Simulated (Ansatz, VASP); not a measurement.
## CuRu: VASP beside Ansatz

Wanted: the spread between two codes on one cell, functional and k mesh. The cell is invented: As first built, before any earlier steps moved the atoms (in the runner's words): it takes the CuPd structure with some of its atoms replaced by other elements, volume scaled by an estimate. It may not be a known or stable phase. The cell is taken from a series of VASP runs on this material, whose earlier steps may have relaxed, scaled or displaced it; both programs get it as it stands. Valence electrons are named where the data sets of a main pair hold unlike numbers.

Main program and level: Ansatz 0.2.0; plane waves, with VASP 6.6.1 beside it; band structure at PBE and single point at PBE.

## (1) Starting point

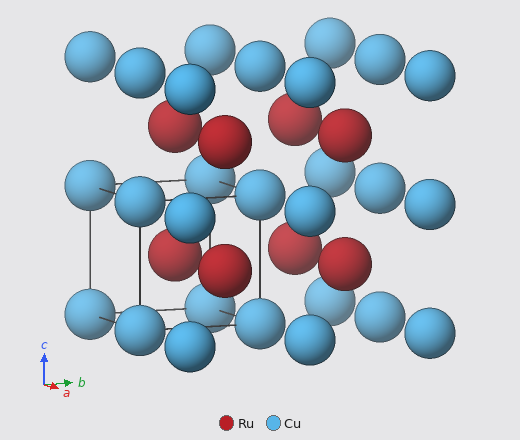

Start, viewed slightly off an axis; ruthenium red, copper blue. 2×2×2 cells are drawn. Some periodic images of atoms are drawn too.

## (2) Ansatz: band structure, PBE

Ansatz runs on its default PAW (the set named soft_2) files.

With cell and atoms fixed, the geometry can't cause a difference; cores, projectors, grids and the points listed under the comparison can.

Contents of input.yaml:

```yaml
crystal:
  lattice:
    - [2.9541331336, 0.0, 0.0]
    - [0.0, 2.9541331336, 0.0]
    - [0.0, 0.0, 2.9541331336]
  atoms:
    - { symbol: Ru, position: [0.5, 0.5, 0.5] }
    - { symbol: Cu, position: [0.0, 0.0, 0.0] }
hamiltonian:
  xc: pbe
  pseudopotentials: { kind: paw }
kpoints:
  mp_grid: { grid: [8, 8, 8] }
  band_path:
    path:
      - [0.0, 0.0, 0.0]
      - [0.0, 0.1, 0.0]
      - [0.0, 0.2, 0.0]
      - [0.0, 0.3, 0.0]
      - [0.0, 0.43333, 0.0]
      - [0.0, 0.5, 0.0]
      - [0.1, 0.5, 0.0]
      - [0.2, 0.5, 0.0]
      - [0.33333, 0.5, 0.0]
      - [0.43333, 0.5, 0.0]
      - [0.5, 0.5, 0.0]
      - [0.36667, 0.36667, 0.0]
      - [0.26667, 0.26667, 0.0]
      - [0.16667, 0.16667, 0.0]
      - [0.06667, 0.06667, 0.0]
      - [0.03333, 0.03333, 0.03333]
      - [0.13333, 0.13333, 0.13333]
      - [0.23333, 0.23333, 0.23333]
      - [0.33333, 0.33333, 0.33333]
      - [0.46667, 0.46667, 0.46667]
      - [0.46667, 0.5, 0.46667]
      - [0.36667, 0.5, 0.36667]
      - [0.23333, 0.5, 0.23333]
      - [0.13333, 0.5, 0.13333]
      - [0.03333, 0.5, 0.03333]
      - [0.5, 0.5, 0.03333]
      - [0.5, 0.5, 0.16667]
      - [0.5, 0.5, 0.26667]
      - [0.5, 0.5, 0.36667]
      - [0.5, 0.5, 0.5]
    npoints: 1
scf:
  occupations: { method: methfessel_paxton, width: 0.2 }
  n_extra_bands: 7
output:
  forces: true
  stress: true
  eigenvalues: true
```

Started as:

```sh
$ ansatz run input.yaml --threads 2 --pin off --max-ram 4608MiB --backend cpu --events-out ev --progress --plain --runs-dir out
```

Numbers of over 12 decimals in the logs are rounded to 6 here.

What it wrote:

```text
scf.n_extra_bands = 7 over 18 filled bands (N_el = 35.0): the run solves 25 bands
Engine: ansatz 0.2.0, x86_64-unknown-linux-gnu
Pseudopotentials: kind: paw
Pseudopotential: Ru, paw, valence charge 16, recommended cutoff 420 eV (normal), Ru.paw.azcp
Pseudopotential: Cu, paw, valence charge 19, recommended cutoff 420 eV (normal), Cu.paw.azcp
Functional definition: PBE
  parameter kappa = 0.804
  parameter beta = 0.066725
  exchange = pbe_x(kappa = kappa, mu = beta*pi^2/3)
  correlation = pbe_c(beta = beta)
Crystal: 2 atoms, lattice volume = 25.780 Å³
Basis set: ecut = 420 eV, 485 PW (Γ), exchange–correlation on 40×40×40 points (8 copies of the dense FFT grid, shifted against one another)
Bands: 25, of which v1, the nominal top of the filled ones, is band 18 counted from 1 (17 counted from 0)
Symmetry: 48 space group operations
Space group: Pm-3m (ITA 221), of the structure as read, at distance tolerance 3.0e-5 Å
k-points: 35 of 512
Non-local potential: Ru, projectors of the file, l = 0: 3, l = 1: 2, l = 2: 2, l = 3: 1
Non-local potential: Cu, projectors of the file, l = 0: 3, l = 1: 2, l = 2: 3, l = 3: 1
PAW form: soft (Blöchl's): semilocal exchange-correlation on the pseudo side does not see the compensation charge
PAW one-centre angular grid: Ru, 590 points (default); XC on 64 Gauss nodes
PAW one-centre angular grid: Cu, 590 points (default); XC on 64 Gauss nodes
Initial density: superposition of atomic densities (neutral atoms: chi_scale 0, normalization atom), corrected by the library's trained network
Initial wavefunctions: pseudopotential atomic-orbital guess
Functional: x = pbe(κ = 0.804, μ = 0.219515), c = pbe(β = 0.066725)
SCF iter   1: F=—  HF=-12502.965179 eV  |F-HF|=—  |Δ(HF+E_count)|=         —  Δρ=5.58e-3  dr2=4.86e-3  ethr=1.77e-3  ⟨swp⟩=4.9  Hψ=3369  notcnv=0  defer=12
preconditioner: auto → none  [metal: Δε(μ)=0.050 eV  Ē_g=12.520 eV  σ=0.200 eV  W_gap=0.21  n_scr=6 (ndim 8)  ℏωp=31.9 eV  f_vac=0.000  D(μ)=3.83/eV (n_scr^D=56)  sad-step TF]
SCF iter   2: F=—  HF=-12502.965774 eV  |F-HF|=—  |Δ(HF+E_count)|=   5.95e-4  S|Δr|=    0.00e0  Δρ=3.38e-3  dr2=2.21e-3  ethr=1.39e-5  ⟨swp⟩=2.1  Hψ=1698  notcnv=0  defer=12
SCF iter   3: F=—  HF=-12502.965715 eV  |F-HF|=—  |Δ(HF+E_count)|=   5.97e-5  S|Δr|=    0.00e0  Δρ=1.09e-3  dr2=1.90e-4  ethr=6.31e-6  ⟨swp⟩=1.0  Hψ=814  notcnv=0  defer=12
SCF iter   4: F=—  HF=-12502.965665 eV  |F-HF|=—  |Δ(HF+E_count)|=   4.96e-5  S|Δr|=    0.00e0  Δρ=2.38e-4  dr2=2.89e-6  ethr=5.43e-7  ⟨swp⟩=2.4  Hψ=1342  notcnv=0  defer=12
SCF iter   5: F=—  HF=-12502.965677 eV  |F-HF|=—  |Δ(HF+E_count)|=   1.20e-5  S|Δr|=    0.00e0  Δρ=6.35e-5  dr2=5.88e-7  ethr=8.26e-9  ⟨swp⟩=2.0  Hψ=1416  notcnv=0  defer=12
SCF iter   6: F=-12502.965677 eV  HF=-12502.965677 eV  |F-HF|=6.49e-9  |Δ(HF+E_count)|=   2.83e-8  S|Δr|=    0.00e0  Δρ=9.17e-6  dr2=1.33e-8  ethr=2.86e-10  ⟨swp⟩=6.3  Hψ=3801  notcnv=0
SCF 1 converged in 6 iterations: F = -12502.965677 eV  dr2 = 1.33e-8
  greatest PAW one-centre occupation: 1.000 electrons in one spin orbital (limit 2), on the Cu atom at site 1 (counted from 0), in its partial waves of l = 0
NSCF: frozen V_eff on 30 k-points
SCF converged after 6 iterations
Stability not checked: this state was not tested for a lower state beside it, because cold or Methfessel-Paxton smearing, or corrected tetrahedra, fill the levels in a way that the test cannot read (fill_not_monotonic; see scf.lower_state_search)
Free energy (F): -12502.965677 eV
Harris-Foulkes:  -12502.965677 eV  (|F-HF|=6.49e-9)
Internal energy: -12502.958764 eV  (E = F + TS)
E sigma→0 (E₀):  -12502.963949 eV
Entropy (-TS):   -0.006913 eV (-3.457 meV/atom)
Fermi energy:    19.910782 eV
--- Per-component energies (eV) ---
  E_band       = -410.179918
  E_kinetic    = 812.884509
  E_local      = -5448.572244  (includes V_loc(G=0)·N_el)
  E_nonlocal   = 728.459870
  E_hartree    = 2257.695774
  E_xc         = -280.055390
  E_vxc        = -354.713498  (∫ρ·V_xc dr)
  E_paw        = -5118.448523  (= ΣΔE_a)
  E_vpaw       = -663.635362  (= ΣTr[D̂ρ^β])
  E_aug_tail   = 0.000141  (compensation charges beyond the density's cutoff)
  E_ewald      = -5454.922901
  E_smearing   = -0.006913  (= −TS)
  E_closure    = -0.000000  (closes the sum)
  Σ components = -12502.965677   (vs F -12502.965677, Δ=0.00e0)
--- Forces (eV/Å), atoms counted from 1 ---
  atom   1  Ru     0.00000000     0.00000000    -0.00000000
  atom   2  Cu    -0.00000000    -0.00000000    -0.00000000
  max |Σ_I F_I| component: 4.60e-30 eV/Å
--- Stress (GPa, compression-positive) ---
        0.700932       0.000000       0.000000
        0.000000       0.700932       0.000000
        0.000000      -0.000000       0.700932
  P = ⅓ Tr σ = 0.7009 GPa (7.009 kbar)
--- Band table (eV; the first three rows and the last of 35) ---
  k-point 0: bands = [... 14 lower, 18.4297, 18.4297, 20.4409, 20.4409, 20.4409, 28.4564, 28.4564, 28.4564, ... 3 higher]
  k-point 1: bands = [... 14 lower, 18.2868, 18.4984, 20.0467, 20.0467, 20.3710, 27.0434, 29.1855, 29.1855, ... 3 higher]
  k-point 2: bands = [... 14 lower, 17.8761, 18.6361, 19.2297, 19.2297, 20.1915, 24.6084, 30.9994, 30.9994, ... 3 higher]
  k-point 34: bands = [... 14 lower, 17.5450, 17.5450, 21.0633, 21.0633, 25.3605, 27.7713, 27.7713, 27.7713, ... 3 higher]
```

Wall time 0.93 s (2 threads of Intel Xeon 6975P-C (Granite Rapids), shared host); peak memory 0.35 GiB.

## (3) VASP: band structure, PBE

The same cell, functional, mesh and smearing now go to VASP, with its own data sets.

Lines of VASP's logs that name or quote its potential files are left out, and so is its time.

Contents of INCAR:

```
SYSTEM = CuRu
PREC = Accurate
ENCUT = 400
EDIFF = 1E-06
NELM = 100
ISMEAR = 1
SIGMA = 0.2
LREAL = .FALSE.
ALGO = Normal
GGA = PE
LORBIT = 11
LWAVE = .FALSE.
LCHARG = .FALSE.
```

Contents of POSCAR:

```
CuRu
1.0
    2.9541331336      0.0000000000      0.0000000000
    0.0000000000      2.9541331336      0.0000000000
    0.0000000000      0.0000000000      2.9541331336
Ru Cu
1 1
Direct
    0.5000000000      0.5000000000      0.5000000000
    0.0000000000      0.0000000000      0.0000000000
```

Contents of KPOINTS:

```
Automatic mesh
0
Gamma
8 8 8
0 0 0
```

Contents of KPOINTS_OPT:

```
Line mode
16
Line-mode
Reciprocal
  0.00000000   0.00000000   0.00000000 GAMMA
  0.00000000   0.50000000   0.00000000 X

  0.00000000   0.50000000   0.00000000 X
  0.50000000   0.50000000   0.00000000 M

  0.50000000   0.50000000   0.00000000 M
  0.00000000   0.00000000   0.00000000 GAMMA

  0.00000000   0.00000000   0.00000000 GAMMA
  0.50000000   0.50000000   0.50000000 R

  0.50000000   0.50000000   0.50000000 R
  0.00000000   0.50000000   0.00000000 X

  0.50000000   0.50000000   0.00000000 M
  0.50000000   0.50000000   0.50000000 R
```

Potentials, in the order of the species: Ru_pv and Cu (PBE family, release 64).

Started as:

```sh
$ mpirun -np 1 vasp_std
```

What it wrote:

```text
[banner, memory and clock lines left out]
running    1 mpi-ranks, on    1 nodes
 distrk:  each k-point on    1 cores,    1 groups
 distr:  one band on    1 cores,    1 groups

 POSCAR found type information on POSCAR RuCu
 POSCAR found :  2 types and       2 ions
 LDA part: xc-table for (Slater+PW92), standard interpolation
 POSCAR, INCAR and KPOINTS ok, starting setup
 FFT: planning ... GRIDC
 FFT: planning ... GRID_SOFT
 FFT: planning ... GRID
 WAVECAR not read
 entering main loop
       N       E                     dE             d eps       ncg     rms          rms(c)
DAV:   1     0.158181540943E+03    0.15818E+03   -0.12726E+04  1232   0.189E+03
DAV:   2    -0.992064510802E+01   -0.16810E+03   -0.16512E+03  1168   0.399E+02
DAV:   3    -0.141745540603E+02   -0.42539E+01   -0.42273E+01  1376   0.734E+01
DAV:   4    -0.142559287742E+02   -0.81375E-01   -0.81255E-01  1456   0.846E+00
DAV:   5    -0.142583360589E+02   -0.24073E-02   -0.24072E-02  1640   0.143E+00    0.157E+01
DAV:   6    -0.157205715922E+02   -0.14622E+01   -0.64752E+01  1200   0.221E+02    0.125E+01
DAV:   7    -0.120739901582E+02    0.36466E+01   -0.13116E+01  1424   0.899E+01    0.166E+00
DAV:   8    -0.120733311320E+02    0.65903E-03   -0.74366E-01  1664   0.223E+01    0.177E+00
DAV:   9    -0.120564619271E+02    0.16869E-01   -0.23161E-01  1464   0.169E+01    0.821E-01
DAV:  10    -0.120459281814E+02    0.10534E-01   -0.42783E-02  1344   0.722E+00    0.667E-02
DAV:  11    -0.120461995130E+02   -0.27133E-03   -0.19011E-03  1728   0.130E+00    0.130E-01
DAV:  12    -0.120459793529E+02    0.22016E-03   -0.12174E-03  1352   0.126E+00    0.304E-02
DAV:  13    -0.120459726976E+02    0.66553E-05   -0.56181E-05  1728   0.186E-01    0.102E-02
DAV:  14    -0.120459717875E+02    0.91005E-06   -0.18855E-06   936   0.447E-02
   1 F= -.12045972E+02 E0= -.12043602E+02  d E =-.711072E-02
 Start KPOINTS_OPT (optional k-point list driver)
k-point batch [1-35\96]
       N       E                     dE             ncg
DAV:   1     0.306710220515E+04   -0.18636E+05     1288
DAV:   2    -0.221521337898E+04   -0.52823E+04     1168
DAV:   3    -0.232622569658E+04   -0.11101E+03     1360
DAV:   4    -0.232875661944E+04   -0.25309E+01     1584
DAV:   5    -0.232884424857E+04   -0.87629E-01     1448
DAV:   6    -0.232884713625E+04   -0.28877E-02     1640
DAV:   7    -0.232884716485E+04   -0.28607E-04     1296
DAV:   8    -0.232884716507E+04   -0.21628E-06     1152
[...]
k-point batch [71-96\96]
       N       E                     dE             ncg
DAV:   1     0.123276513270E+05   -0.23564E+05      952
DAV:   2     0.838763352592E+04   -0.39400E+04      880
DAV:   3     0.829719715132E+04   -0.90436E+02     1080
DAV:   4     0.829542158330E+04   -0.17756E+01     1040
DAV:   5     0.829535689916E+04   -0.64684E-01     1256
DAV:   6     0.829535624002E+04   -0.65914E-03     1072
DAV:   7     0.829535620309E+04   -0.36930E-04     1112
DAV:   8     0.829535620293E+04   -0.16652E-06      744
```

From OUTCAR (step 3):

```text
ion  position               nearest neighbor table
   1  0.500  0.500  0.500-   2 2.56   2 2.56   2 2.56   2 2.56   2 2.56   2 2.56   2 2.56   2 2.56

  LATTYP: Found a simple cubic cell.
 ALAT       =     2.9541331336

 Subroutine GETGRP returns: Found 48 space group operations
 (whereof 48 operations were pure point group operations)

The static configuration has the point symmetry O_h .

 Found     35 irreducible k-points:

   k-points           NKPTS =     35   k-points in BZ     NKDIM =     35   number of bands    NBANDS=     16

   dimension x,y,z NGX =    20 NGY =   20 NGZ =   20
   dimension x,y,z NGXF=    40 NGYF=   40 NGZF=   40

   ENCUT  =  400.0 eV  29.40 Ry    5.42 a.u.   4.82  4.82  4.82*2*pi/ulx,y,z

   NELECT =      25.0000    total number of electrons

 k-points in reciprocal lattice and weights: Automatic mesh
   0.00000000  0.00000000  0.00000000       0.002
   0.12500000  0.00000000  0.00000000       0.012
   0.25000000  0.00000000  0.00000000       0.012
   0.37500000  0.00000000  0.00000000       0.012
   0.50000000  0.00000000  0.00000000       0.006
   0.12500000  0.12500000  0.00000000       0.023
   0.25000000  0.12500000  0.00000000       0.047
   0.37500000  0.12500000  0.00000000       0.047
   0.50000000  0.12500000  0.00000000       0.023
[...]
0.50000000  0.50000000  0.37500000       0.012
   0.50000000  0.50000000  0.50000000       0.002

 average (electrostatic) potential at core
       1 -69.6391       2 -61.5898

 E-fermi :  10.0486

 k-point     1 :       0.0000    0.0000    0.0000
  band No.  band energies     occupation
    ...
      7       6.7816      2.00000
      8       6.7816      2.00000
      9       6.7816      2.00000
     10       8.5646      2.00000
     11       8.5646      2.00000
     12      10.5780     -0.00117
     13      10.5780     -0.00117
     14      10.5780     -0.00117
     15      18.6528      0.00000
     16      18.6528      0.00000

 k-point     2 :       0.1250    0.0000    0.0000
  band No.  band energies     occupation
    ...
      7       6.7805      2.00000
      8       6.7805      2.00000
      9       6.8399      2.00000
     10       8.4231      2.00000
     11       8.6330      2.00000
     12      10.1871      0.08567
     13      10.1871      0.08567
     14      10.5094     -0.00532
     15      17.2318      0.00000
     16      19.3808      0.00000

 k-point     3 :       0.2500    0.0000    0.0000
  band No.  band energies     occupation
    ...
      9       6.9907      2.00000
     10       8.0162      2.00000
     11       8.7719      2.00000
     12       9.3763      2.00002
     13       9.3763      2.00002
     14      10.3338     -0.06160
     15      14.7865      0.00000
     16      21.1963      0.00000

  Total       -0.0230958     -0.0230958     -0.0230958     -0.0000000      0.0000000     -0.0000000
  in kB       -1.4353374     -1.4353374     -1.4353374     -0.0000000      0.0000000     -0.0000000
  external PRESSURE =      -1.4353374 kB  Pullay stress =       0.0000000 kB

  energy-cutoff  :      400.00
  volume of cell :       25.78
      direct lattice vectors                 reciprocal lattice vectors
     2.954133134  0.000000000  0.000000000     0.338508779  0.000000000  0.000000000
     0.000000000  2.954133134  0.000000000     0.000000000  0.338508779  0.000000000
     0.000000000  0.000000000  2.954133134     0.000000000  0.000000000  0.338508779

 POSITION                                       TOTAL-FORCE (eV/Angst)
 -----------------------------------------------------------------------------------
      1.47707      1.47707      1.47707         0.000000      0.000000      0.000000
      0.00000      0.00000      0.00000         0.000000      0.000000      0.000000
 -----------------------------------------------------------------------------------
    total drift:                               -0.000000      0.000000      0.000000

  FREE ENERGIE OF THE ION-ELECTRON SYSTEM (eV)
  ---------------------------------------------------
  free  energy   TOTEN  =       -12.0459717875 eV

  energy  without entropy=      -12.0388610671  energy(sigma->0) =      -12.04360155

 total charge
# of ion       s       p       d       tot
------------------------------------------
    1        0.340   6.232   5.955  12.527
    2        0.510   0.478   9.099  10.088
--------------------------------------------------
tot          0.850   6.711  15.054  22.615

[... 3 further parts left out ...]
```

Spin-orbit coupling is off here; it would split degenerate levels.

## (4) Comparison

Known differences besides the potentials themselves: the data sets hold 35 valence electrons in Ansatz (on its default PAW (the set named soft_2) files) and 25 in VASP; the cutoff is 420 eV in Ansatz and 400 eV in VASP; VASP leaves aspherical gradient terms in its spheres out (LASPH is not set), Ansatz keeps them. Total energies have different zeros and are not compared.

Compared:

| quantity | Ansatz | VASP | difference |
| --- | --- | --- | --- |
| pressure (GPa) | 0.70 | -0.14 | +0.84 |
| pressure without Ansatz's Pulay correction (GPa) | 0.61 | -0.14 | +0.75 |

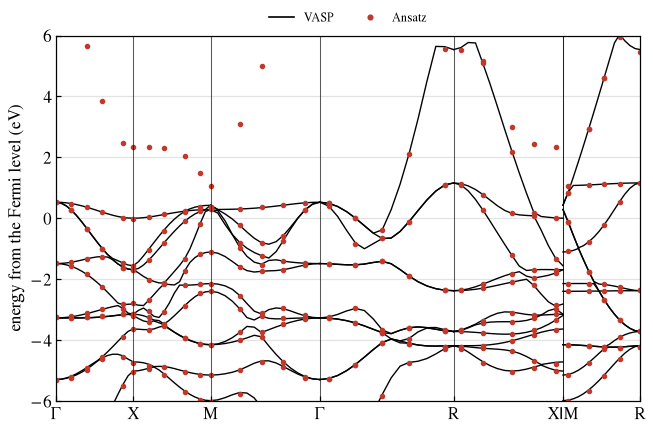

Bands from VASP (lines) and levels from Ansatz (dots). Dots without a line are higher empty bands that the VASP plot leaves out.

Levels from 3 eV below to 2 eV above the Fermi level differ by 12 meV r.m.s. and 46 meV at most; each VASP level is matched to the nearest of Ansatz, which flatters the figure a little. Ansatz's pressure holds a Pulay correction of 0.09 GPa; VASP's holds none.

[end of part 1 of 2]

[Lines on the potential files, build, host, timing and source positions are cut from VASP's logs without a mark.]

[Logs are printed without paths, hosts, clocks, repeated set-up lines and the standing remarks that a program may print on its own settings, such as how far it seeks lower states.]

[Hosts, paths, dates, database ids (printed as entryN), source tags and the programs' standing remarks are cut or masked in the printed files.]
